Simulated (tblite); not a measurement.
## Run report: C₃H₂F₆, geometry relaxation

- system: C₃H₂F₆
- method: GFN2-xTB geometry optimisation, gas phase (tblite 0.8.0)

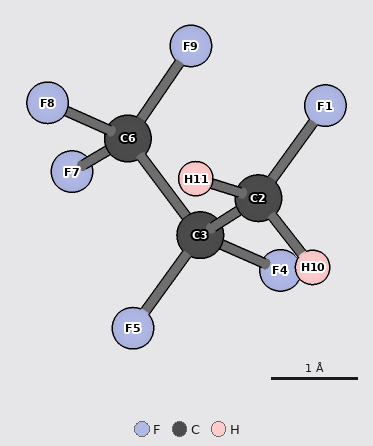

Fig. 1: The input geometry (ball-and-stick view, seen at a tilt; atoms are numbered from 1 in the order of the input). Bond lengths as drawn: C–C 1.50 to 1.53 Å, C–F 1.35 to 1.37 Å and C–H 1.10 Å.

### The input
```
{"job": {"xc": "GFN2-xTB", "basis": "xTB", "kind": "relax"}, "charge": 0, "multiplicity": 1}
F      1.593800     0.999500    -0.637500
C      1.275000    -0.049200     0.151300
C     -0.085800    -0.599600    -0.154400
F     -0.098400    -1.115800    -1.422500
F     -0.347000    -1.645200     0.690900
C     -1.167500     0.476000    -0.010100
F     -2.403700    -0.014400    -0.239500
F     -1.162700     0.996400     1.252800
F     -0.983200     1.510200    -0.857800
H      2.035700    -0.824100    -0.001100
H      1.349400     0.269000     1.201900
```

The first line tells a small driver script what to run in tblite; the rest is the geometry in Å.

Command:
```bash
OMP_NUM_THREADS=1 python <driver script> task.json out
```

### What the program printed
```
step      E/eV     max force
  0    -974.77873    1.429
  1    -974.85053    0.357
  2    -974.86081    0.287
  3    -974.86976    0.152
  4    -974.87162    0.115
  5    -974.87276    0.102
  6    -974.87381    0.092
  7    -974.87477    0.084
  8    -974.87538    0.070
  9    -974.87585    0.063
 10    -974.87632    0.061
 11    -974.87683    0.066
 12    -974.87726    0.061
 13    -974.87759    0.050
 14    -974.87788    0.043
 15    -974.87817    0.051
 16    -974.87844    0.047
 17    -974.87865    0.038
 18    -974.87865    0.038
 19    -974.87873    0.031
 20    -974.87890    0.031
 21    -974.87895    0.033
 22    -974.87914    0.031
 23    -974.87925    0.030
 24    -974.87938    0.031
 25    -974.87950    0.037
 26    -974.87966    0.039
 27    -974.87982    0.036
 28    -974.87998    0.037
 29    -974.88018    0.045
 30    -974.88046    0.058
 31    -974.88082    0.066
 32    -974.88121    0.069
 33    -974.88160    0.067
 34    -974.88208    0.068
 35    -974.88264    0.072
 36    -974.88331    0.086
 37    -974.88406    0.079
 38    -974.88481    0.077
 39    -974.88541    0.076
 40    -974.88582    0.069
 41    -974.88619    0.064
 42    -974.88653    0.063
 43    -974.88646    0.086
 44    -974.88699    0.038
 45    -974.88711    0.029
 46    -974.88726    0.029
 47    -974.88735    0.028
 48    -974.88744    0.024
 49    -974.88749    0.017
 50    -974.88753    0.021
 51    -974.88758    0.021
 52    -974.88763    0.023
 53    -974.88768    0.025
 54    -974.88775    0.024
 55    -974.88781    0.029
 56    -974.88786    0.019
 57    -974.88788    0.008
 58    -974.88788    0.007
 59    -974.88789    0.006
 60    -974.88789    0.007
 61    -974.88790    0.005
 62    -974.88790    0.005
 63    -974.88790    0.005
 64    -974.88790    0.007
 65    -974.88791    0.011
 66    -974.88792    0.011
 67    -974.88793    0.009
 68    -974.88794    0.008
 69    -974.88795    0.007
 70    -974.88796    0.010
 71    -974.88797    0.010
 72    -974.88798    0.008
 73    -974.88799    0.007
 74    -974.88800    0.006
 75    -974.88800    0.006
 76    -974.88800    0.005
 77    -974.88801    0.003
```

### Trajectory as extended XYZ (Å, eV, eV/Å), 12 frames, from step=0 to step=77
```
11
Properties=species:S:1:pos:R:3:forces:R:3 step=0 energy=-974.77873
F     1.5938    0.9995   -0.6375   -0.0740   0.1840  -0.1420
C     1.2750   -0.0492    0.1513    1.2240  -0.0280   0.7360
C    -0.0858   -0.5996   -0.1544   -0.1580  -0.7880  -0.4510
F    -0.0984   -1.1158   -1.4225   -0.2630   0.2020   0.6060
F    -0.3470   -1.6452    0.6909   -0.0040   0.5560  -0.4140
C    -1.1675    0.4760   -0.0101   -1.1390   0.8230   0.1110
F    -2.4037   -0.0144   -0.2395    0.7360   0.3300   0.2020
F    -1.1627    0.9964    1.2528    0.0360  -0.4890  -0.9710
F    -0.9832    1.5102   -0.8578   -0.1130  -0.7610   0.5610
H     2.0357   -0.8241   -0.0011   -0.0320  -0.1290  -0.1860
H     1.3494    0.2690    1.2019   -0.2130   0.0980  -0.0520
11
Properties=species:S:1:pos:R:3:forces:R:3 step=7 energy=-974.87477
F     1.6042    1.0035   -0.6284    0.0520   0.0120   0.0090
C     1.3178   -0.0556    0.1699    0.0050   0.0030  -0.0110
C    -0.0772   -0.5984   -0.1617   -0.0450   0.0090  -0.0260
F    -0.1267   -1.1090   -1.4086    0.0050   0.0010   0.0130
F    -0.3631   -1.6180    0.6810   -0.0110   0.0250   0.0080
C    -1.1861    0.4822   -0.0152   -0.0310   0.0340   0.0330
F    -2.4008   -0.0115   -0.2308    0.0690  -0.0150   0.0080
F    -1.1638    0.9735    1.2309   -0.0020   0.0040  -0.0840
F    -0.9991    1.4927   -0.8567   -0.0540  -0.0350   0.0450
H     2.0597   -0.8401   -0.0189   -0.0120   0.0260   0.0270
H     1.3405    0.2835    1.2125    0.0250  -0.0630  -0.0220
11
Properties=species:S:1:pos:R:3:forces:R:3 step=14 energy=-974.87788
F     1.6295    1.0083   -0.6175   -0.0130  -0.0120   0.0300
C     1.3244   -0.0565    0.1663   -0.0030  -0.0240   0.0180
C    -0.0757   -0.5884   -0.1668   -0.0230  -0.0010  -0.0040
F    -0.1335   -1.1095   -1.4084    0.0290   0.0150  -0.0010
F    -0.3709   -1.5994    0.6847    0.0350  -0.0050   0.0120
C    -1.1904    0.4845   -0.0181   -0.0110   0.0410   0.0090
F    -2.3963   -0.0332   -0.2254    0.0340   0.0100   0.0170
F    -1.1662    0.9822    1.2237   -0.0120  -0.0080  -0.0210
F    -1.0267    1.4964   -0.8605   -0.0210  -0.0110  -0.0240
H     2.0633   -0.8434   -0.0187   -0.0170  -0.0150  -0.0330
H     1.3480    0.2615    1.2147    0.0020   0.0100  -0.0030
11
Properties=species:S:1:pos:R:3:forces:R:3 step=21 energy=-974.87895
F     1.6337    1.0096   -0.6085   -0.0060   0.0100   0.0070
C     1.3256   -0.0590    0.1680    0.0070   0.0020   0.0080
C    -0.0750   -0.5844   -0.1664   -0.0050  -0.0040   0.0010
F    -0.1290   -1.1054   -1.4079    0.0060   0.0030  -0.0080
F    -0.3672   -1.5953    0.6866    0.0020  -0.0100   0.0000
C    -1.1915    0.4867   -0.0195   -0.0190   0.0170   0.0010
F    -2.3945   -0.0385   -0.2208   -0.0130  -0.0130   0.0080
F    -1.1680    0.9890    1.2192    0.0060   0.0100   0.0120
F    -1.0389    1.4953   -0.8672    0.0120  -0.0040  -0.0300
H     2.0583   -0.8495   -0.0265   -0.0010  -0.0060  -0.0140
H     1.3519    0.2542    1.2172    0.0110  -0.0040   0.0160
11
Properties=species:S:1:pos:R:3:forces:R:3 step=28 energy=-974.87998
F     1.6253    1.0185   -0.5919    0.0050   0.0190   0.0080
C     1.3253   -0.0597    0.1745    0.0060   0.0010  -0.0130
C    -0.0762   -0.5834   -0.1619    0.0050  -0.0220   0.0010
F    -0.1227   -1.0968   -1.4076   -0.0030   0.0040  -0.0130
F    -0.3668   -1.6023    0.6806   -0.0150  -0.0070   0.0260
C    -1.1942    0.4870   -0.0206    0.0040   0.0000   0.0050
F    -2.3998   -0.0385   -0.2065    0.0100  -0.0100  -0.0140
F    -1.1665    1.0070    1.2106    0.0230   0.0280  -0.0050
F    -1.0385    1.4787   -0.8881   -0.0290   0.0060   0.0050
H     2.0531   -0.8494   -0.0424    0.0120   0.0080   0.0080
H     1.3664    0.2415    1.2273   -0.0180  -0.0290  -0.0090
11
Properties=species:S:1:pos:R:3:forces:R:3 step=35 energy=-974.88264
F     1.6022    1.0520   -0.5315    0.0180  -0.0100   0.0320
C     1.3271   -0.0686    0.1830   -0.0050   0.0050   0.0140
C    -0.0763   -0.5843   -0.1575    0.0360   0.0110  -0.0180
F    -0.1188   -1.0851   -1.4094   -0.0260  -0.0210   0.0030
F    -0.3746   -1.6096    0.6754   -0.0180   0.0520  -0.0120
C    -1.1930    0.4939   -0.0257    0.0470  -0.0460  -0.0290
F    -2.3955   -0.0548   -0.1673    0.0060   0.0490   0.0530
F    -1.1397    1.0740    1.1773   -0.0120  -0.0570  -0.0370
F    -1.0668    1.4465   -0.9409   -0.0110  -0.0210   0.0040
H     2.0635   -0.8378   -0.0787   -0.0300   0.0310  -0.0150
H     1.3774    0.1764    1.2494   -0.0060   0.0080   0.0060
11
Properties=species:S:1:pos:R:3:forces:R:3 step=42 energy=-974.88653
F     1.5775    1.1117   -0.4082   -0.0190  -0.0280   0.0220
C     1.3277   -0.0763    0.1996   -0.0200  -0.0090  -0.0060
C    -0.0740   -0.5838   -0.1630   -0.0090   0.0300   0.0060
F    -0.1141   -1.0844   -1.4162    0.0290  -0.0260   0.0500
F    -0.3965   -1.6024    0.6691    0.0320   0.0090  -0.0350
C    -1.1859    0.4982   -0.0450   -0.0230   0.0010  -0.0040
F    -2.3902   -0.0637   -0.0801   -0.0200   0.0200  -0.0080
F    -1.0837    1.1576    1.1115    0.0370  -0.0110  -0.0170
F    -1.1160    1.3816   -1.0323    0.0040  -0.0010   0.0230
H     2.0696   -0.8047   -0.1458    0.0030   0.0140  -0.0020
H     1.3910    0.0688    1.2844   -0.0130   0.0020  -0.0290
11
Properties=species:S:1:pos:R:3:forces:R:3 step=49 energy=-974.88749
F     1.5723    1.1188   -0.3946   -0.0140   0.0000  -0.0020
C     1.3248   -0.0755    0.1998   -0.0110  -0.0040   0.0010
C    -0.0748   -0.5847   -0.1658   -0.0070  -0.0110  -0.0020
F    -0.1061   -1.0967   -1.4133   -0.0040   0.0020  -0.0110
F    -0.3932   -1.6021    0.6685   -0.0040  -0.0050   0.0100
C    -1.1870    0.4978   -0.0489    0.0090   0.0040   0.0010
F    -2.3958   -0.0546   -0.0729    0.0090   0.0010   0.0000
F    -1.0676    1.1589    1.1050    0.0020  -0.0020   0.0110
F    -1.1210    1.3803   -1.0366    0.0140  -0.0010  -0.0100
H     2.0686   -0.7986   -0.1524    0.0040   0.0130   0.0010
H     1.3853    0.0593    1.2852    0.0020   0.0020   0.0010
11
Properties=species:S:1:pos:R:3:forces:R:3 step=56 energy=-974.88786
F     1.5542    1.1246   -0.3870    0.0040   0.0060   0.0020
C     1.3205   -0.0761    0.2007    0.0160   0.0100   0.0010
C    -0.0761   -0.5902   -0.1657    0.0020  -0.0060   0.0020
F    -0.1063   -1.1014   -1.4136   -0.0060  -0.0070  -0.0030
F    -0.3964   -1.6060    0.6693   -0.0080  -0.0100   0.0020
C    -1.1823    0.4976   -0.0500   -0.0040   0.0050   0.0030
F    -2.3942   -0.0479   -0.0687    0.0020   0.0050  -0.0040
F    -1.0559    1.1615    1.1019   -0.0060   0.0010  -0.0060
F    -1.1125    1.3754   -1.0420   -0.0010  -0.0030   0.0070
H     2.0718   -0.7877   -0.1576    0.0010  -0.0020  -0.0040
H     1.3828    0.0529    1.2868    0.0000   0.0010   0.0000
11
Properties=species:S:1:pos:R:3:forces:R:3 step=63 energy=-974.88790
F     1.5530    1.1263   -0.3845   -0.0020   0.0010   0.0000
C     1.3209   -0.0760    0.2007    0.0020   0.0020   0.0000
C    -0.0762   -0.5913   -0.1652    0.0000   0.0010   0.0000
F    -0.1075   -1.1031   -1.4129    0.0000   0.0010  -0.0010
F    -0.3974   -1.6075    0.6692    0.0010   0.0020   0.0050
C    -1.1820    0.4977   -0.0500   -0.0010   0.0010   0.0000
F    -2.3944   -0.0466   -0.0686    0.0000   0.0000  -0.0020
F    -1.0559    1.1630    1.1011   -0.0020  -0.0020  -0.0020
F    -1.1114    1.3744   -1.0428    0.0010  -0.0010   0.0020
H     2.0729   -0.7859   -0.1599   -0.0020  -0.0010  -0.0010
H     1.3834    0.0517    1.2869    0.0010  -0.0050  -0.0010
11
Properties=species:S:1:pos:R:3:forces:R:3 step=70 energy=-974.88796
F     1.5495    1.1312   -0.3766   -0.0010   0.0010   0.0020
C     1.3217   -0.0760    0.1998   -0.0080  -0.0060  -0.0010
C    -0.0764   -0.5915   -0.1629    0.0000   0.0030   0.0000
F    -0.1104   -1.1065   -1.4094    0.0040  -0.0030   0.0060
F    -0.3958   -1.6053    0.6754   -0.0030   0.0060  -0.0050
C    -1.1823    0.4981   -0.0510    0.0030  -0.0040  -0.0020
F    -2.3951   -0.0451   -0.0730    0.0000  -0.0060  -0.0010
F    -1.0595    1.1649    1.0991    0.0020   0.0010   0.0040
F    -1.1080    1.3728   -1.0453    0.0010   0.0050  -0.0010
H     2.0733   -0.7819   -0.1691   -0.0010  -0.0010  -0.0040
H     1.3885    0.0420    1.2869    0.0020   0.0040   0.0010
11
Properties=species:S:1:pos:R:3:forces:R:3 step=77 energy=-974.88801
F     1.5470    1.1335   -0.3749   -0.0010  -0.0010   0.0000
C     1.3218   -0.0758    0.1984    0.0010   0.0000   0.0000
C    -0.0767   -0.5917   -0.1612    0.0000   0.0010   0.0020
F    -0.1116   -1.1125   -1.4053    0.0020   0.0000   0.0020
F    -0.3966   -1.6016    0.6815   -0.0020  -0.0010  -0.0010
C    -1.1819    0.4982   -0.0518    0.0000   0.0020   0.0000
F    -2.3946   -0.0450   -0.0812    0.0010   0.0020   0.0000
F    -1.0637    1.1611    1.1012   -0.0010  -0.0020   0.0010
F    -1.1028    1.3767   -1.0424   -0.0030   0.0000  -0.0010
H     2.0723   -0.7800   -0.1759    0.0010   0.0010   0.0010
H     1.3923    0.0397    1.2856    0.0020  -0.0010  -0.0020
```

### Results in brief

- outcome: converged
- total energy: −974.8880 eV
- hardware: 1 CPU thread, shared host
- peak memory: 0.18 GiB
